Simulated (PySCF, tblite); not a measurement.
# C7H14Si2: geometry, infrared bands and NMR shifts

Aim: predict the infrared bands and NMR shifts of C7H14Si2 (`[SiH3]CC1=C[SiH2][C@H]2C[C@@H]1C2`).

Programs: tblite 0.8.0 and PySCF 2.14.0, with density-fitted response routines of our own. Each step states its level of theory. These are calculated values for one molecule in the gas phase, unless marked as measured. Atoms are numbered from 0 throughout.

## 1. The starting structure

23 atoms, charge 0, multiplicity 1; geometry from: force field or distance geometry start.

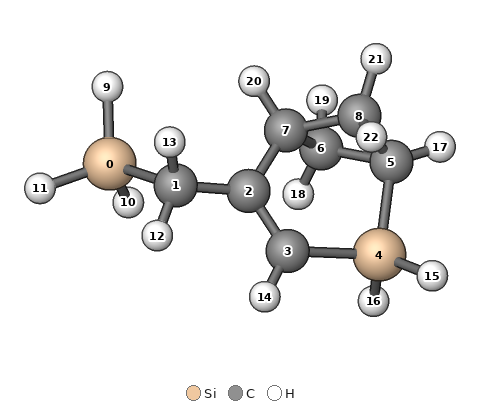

As it starts; silicon light orange, carbon grey, hydrogen white, atoms numbered.

## 2. Relaxing the molecule with GFN2-xTB

The job: settings as JSON, then the geometry in Å.

```
{"job": {"kind": "relax", "xc": "GFN2-xTB", "basis": "xTB"}, "charge": 0, "multiplicity": 1}
Si     3.041700    -0.145200     0.610800
C      1.954100    -0.073400    -0.940800
C      0.523000    -0.168300    -0.585700
C     -0.273600    -1.155000    -1.060800
Si    -2.078200    -1.226700    -0.555600
C     -2.256800     0.321800     0.484000
C     -1.019800     0.254500     1.370900
C     -0.176900     0.832500     0.286700
C     -1.457800     1.369900    -0.300800
H      3.165700     1.202300     1.163300
H      2.489700    -1.114700     1.559400
H      4.359300    -0.621600     0.223800
H      2.285000    -0.910400    -1.565200
H      2.216300     0.882800    -1.428600
H      0.151100    -1.908700    -1.702500
H     -2.971300    -1.270000    -1.686400
H     -2.178600    -2.371600     0.353700
H     -3.196800     0.575200     0.893700
H     -0.721600    -0.752500     1.707900
H     -1.054500     0.962200     2.248100
H      0.484200     1.668200     0.572500
H     -1.703100     2.418200     0.016200
H     -1.585700     1.257600    -1.381900
```

Started as:

```
> OMP_NUM_THREADS=1 python probes_run.py task.json out
```

The driver reads the jobs from task.json and runs them one after another.

**Question.** This job is followed by: GFN2-xTB harmonic vibrations, gas phase; GIAO PBE0/pcSseg-1 NMR shielding, non-relativistic, gas phase. Predict these results of the whole session: strongest single infrared mode (GFN2-xTB); zero-point energy (GFN2-xTB); ¹³C shifts against TMS (PBE0/pcSseg-1, means over atoms taken as alike); ¹H shifts against TMS (PBE0/pcSseg-1, means over atoms taken as alike); ²⁹Si shifts against TMS (PBE0/pcSseg-1); surface potential, least and greatest.

**Answer**, as computed:

```
                                                               quantity                                               value
                              strongest single infrared mode (GFN2-xTB)                               2209 cm⁻¹, 488 km/mol
                                           zero-point energy (GFN2-xTB)                                      112.9 kcal/mol
¹³C shifts against TMS (PBE0/pcSseg-1, means over atoms taken as alike)            182.8, 109.6, 41.6, 36.4, 30.2, 16.1 ppm
 ¹H shifts against TMS (PBE0/pcSseg-1, means over atoms taken as alike)  5.38, 4.55, 3.86, 2.64, 2.35, 1.99, 1.79, 1.69 ppm
                                ²⁹Si shifts against TMS (PBE0/pcSseg-1)                                    -45.9, -68.1 ppm
                                  surface potential, least and greatest                                  -0.55 V and 0.94 V
```

**Reading.** Over 95 steps the energy fell by 0.455 eV; of the close pairs, C6–C7 changed most, 1.490 to 1.540 Å. All 63 modes are real, so the xTB geometry is a minimum. The strongest single mode, at 2209 cm⁻¹, moves mainly H16 and H15. Unscaled tight-binding wavenumbers are off by several per cent, some by more. Its intensities can rank the bands wrongly. The most deshielded hydrogen is H14 (hydrogen on an alkene CH), at 5.38 ppm: a vinylic proton, deshielded by the sp2 carbon and the C=C anisotropy. At PBE0/pcSseg-1: Shielding is most anisotropic at C2 (span 272 ppm, paramagnetic term -256 ppm).
